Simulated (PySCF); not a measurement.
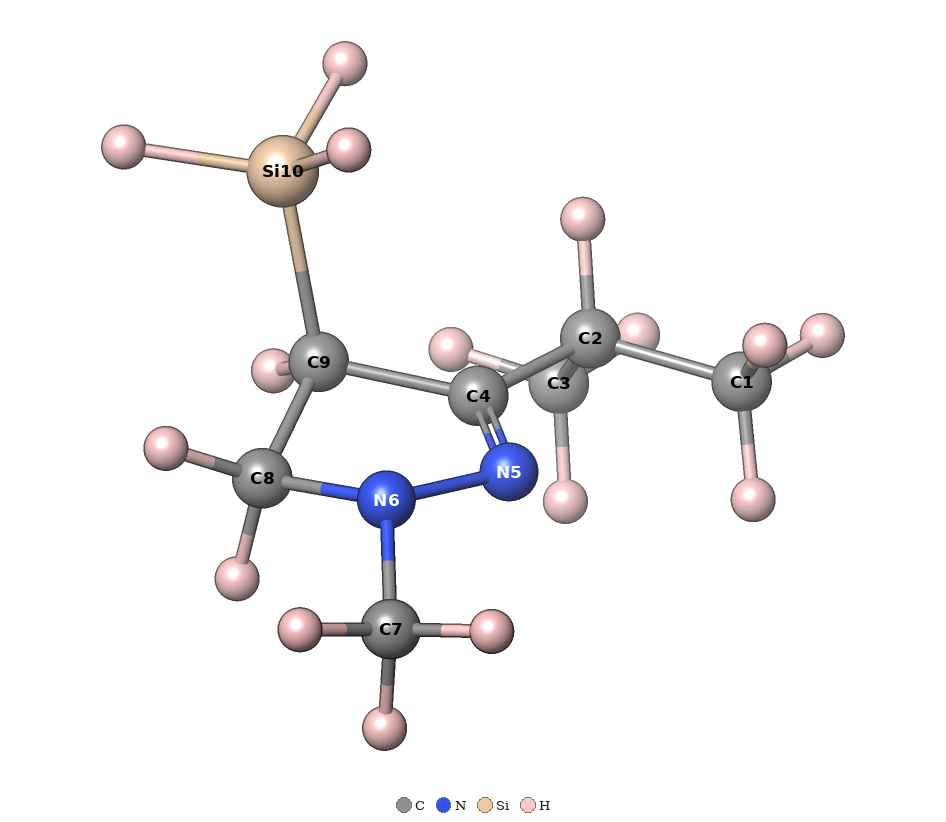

Distant atoms are faded towards the background colour. The geometry was computed by an optimisation with PBE0-D3(BJ)/def2-SVP. No frequency run is at hand to confirm it as a minimum.

What is the conformation of the ring C4–N5–N6–C8–C9?

It is an envelope, with C8 as the flap. The Cremer–Pople amplitude Q is 0.29 Å.

Give the torsion angles round the ring, beginning with the bond from its second to its third atom.

19°, −30°, 27°, −19°, 1°.
